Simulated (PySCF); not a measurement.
```xyz
9

O    -1.5406   -0.3962    0.2185
C    -0.5103    0.4539   -0.1757
C     0.8199   -0.2610   -0.1725
F     1.8040    0.5888   -0.5273
F     1.0729   -0.6992    1.0899
H    -1.3430   -0.6942    1.1141
H    -0.7232    0.8023   -1.1975
H    -0.4033    1.3502    0.4678
H     0.8373   -1.1385   -0.8425
```

Geometry: PBE0-D3(BJ)/def2-SVP.

Theory: PBE0/pcSseg-1, SCF density, gas phase, non-relativistic (PySCF 2.14.0).

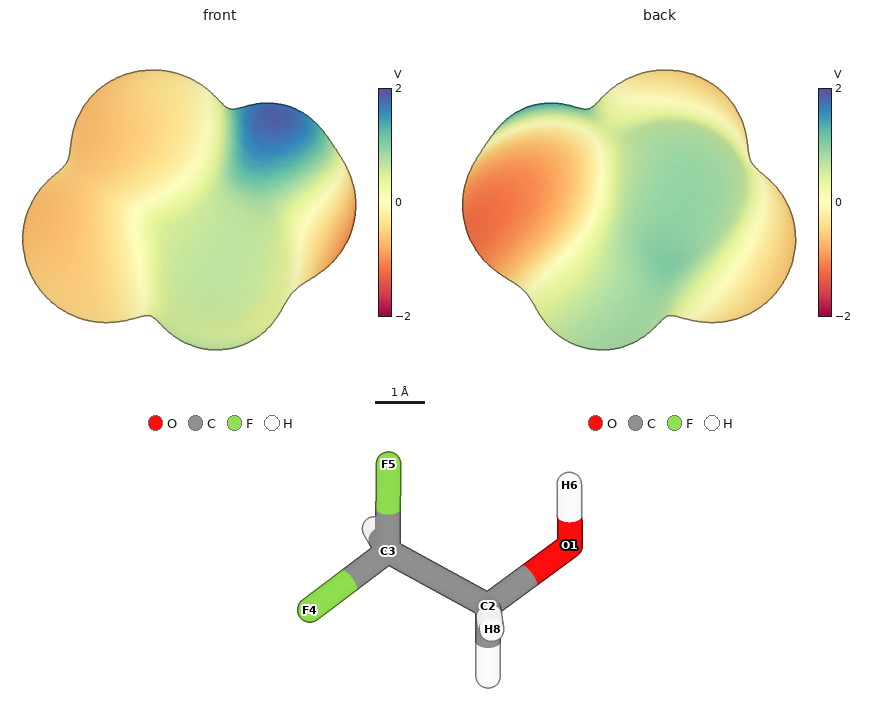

C₂H₄F₂O (SMILES OCC(F)F). The electrostatic potential painted on the density surface at 0.001 e/bohr³, seen from the front and from behind; the colour scale runs from red (negative) to blue (positive). The bare structure is drawn below in the same view.

### Describe the electrostatic potential map.

The most negative region (about −1.2 V) lies over O1, the most positive (about +1.8 V) over H6. O1 is the likeliest acceptor of a hydrogen bond.

### What dipole moment does the calculation give?

Its dipole moment is 0.41 D.
